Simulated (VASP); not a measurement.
Band structure of PbI$_{2}$ (space group P-3m1). Method: PBE GGA, VASP's PBE PAW potentials (set 64) (plane waves; VASP 6.6.1).

Unless said otherwise, spin-orbit coupling is left out, though it shifts the bands of the heavy elements here.

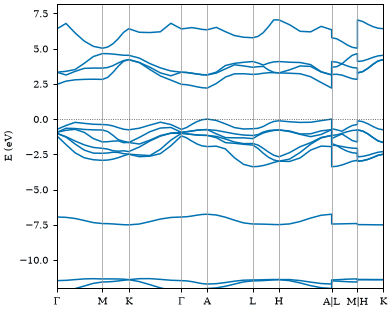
Figure: Bands along high-symmetry lines, zero at the valence-band maximum or, without a gap, the Fermi level

Q: Read the plot: is there a gap, and where are the band edges?

A: The gap is direct, 2.20 eV, from the valence maximum at A to the conduction minimum at A.

The structure is a typed PbI2 crystal (P-3m1). The cell was not relaxed at this level.
